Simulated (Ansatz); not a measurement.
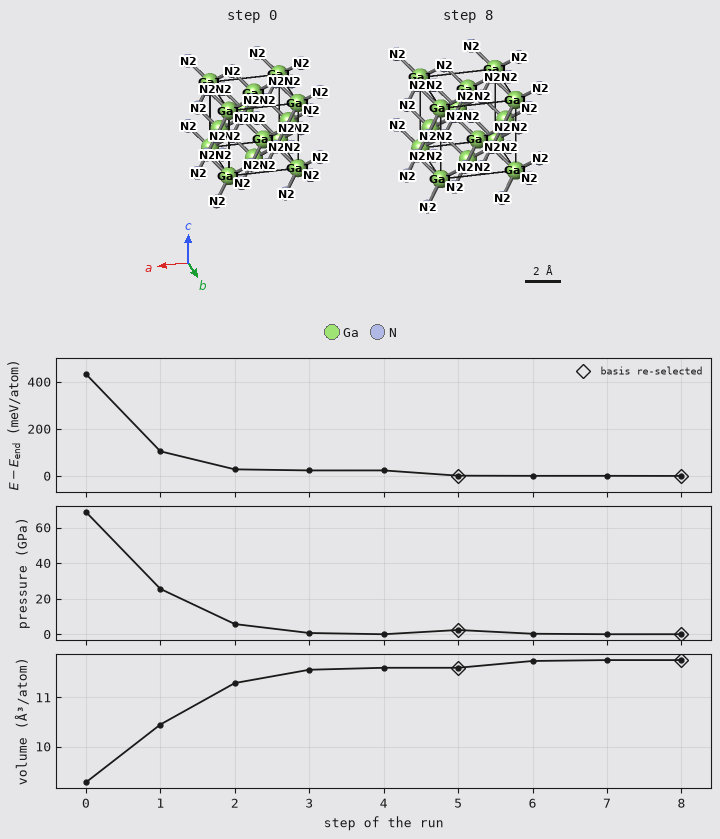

First and last geometry of a relaxation of a crystal of GaN (built on the zincblende type), with the history of the run. Style: ball-and-stick. Shown: the conventional cell (4 times the calculation's cell), from a free direction. Lengths and directions refer to the drawn axes.

The calculation used DFT, PBE, plane waves, PAW in Ansatz.

Input
```yaml
crystal:
  lattice:
    - [0.0, 2.1007466895, 2.1007466895]
    - [2.1007466895, 0.0, 2.1007466895]
    - [2.1007466895, 2.1007466895, 0.0]
  atoms:
    - { symbol: Ga, position: [0.0, 0.0, 0.0] }
    - { symbol: "N", position: [0.25, 0.25, 0.25] }
kpoints:
  mp_grid: { grid: [10, 10, 10] }
hamiltonian:
  xc: pbe
scf:
  occupations: { method: fermi_dirac, width: 0.02 }
relax:
  f_tol: 0.005
  cell: {}
output:
  write_density: true
  write_potential: true
  elf: true
  volumetric_format: npy
```

Run as
```bash
ansatz run input.yaml --threads 2 --pin off --max-ram 2211MiB --backend cpu --events-out ev --progress --plain --runs-dir out
```

> Read the history and describe the run.

It converged. After 6 accepted moves (8 points after the start) the energy has fallen by 433 meV per atom. All forces vanish by symmetry, so only the cell relaxes. The pressure goes from 68.76 to 0.02 GPa. At 2 points the geometry stayed and the basis and grid were re-selected for the new cell (energy shift of 22.4 meV per atom at most each time). The atoms keep their places relative to the cell (all moves are under 0.005 Å). Cell: a = b = c 4.201 → 4.548 Å (+8.3 %). Volume +26.9 %. Among the contacts that change: Ga1–N2 1.819 → 1.969 Å. The space group stays F-43m (No. 216). Cost: 8.8 s on 2 threads of Arm Neoverse V1, on a shared host, peak memory 0.28 GiB.

```tsv
step	E − E(0), meV/atom	pressure, GPa	volume, Å³/atom	note
0	0.00	68.76	9.271	
1	-328.44	25.50	10.449	
2	-405.08	5.73	11.294	
3	-409.65	0.71	11.565	
4	-409.62	0.00	11.605	
5	-431.98	2.40	11.605	same geometry, new basis
6	-432.67	0.28	11.744	
7	-432.63	0.01	11.762	
8	-433.11	0.02	11.762	same geometry, new basis
```
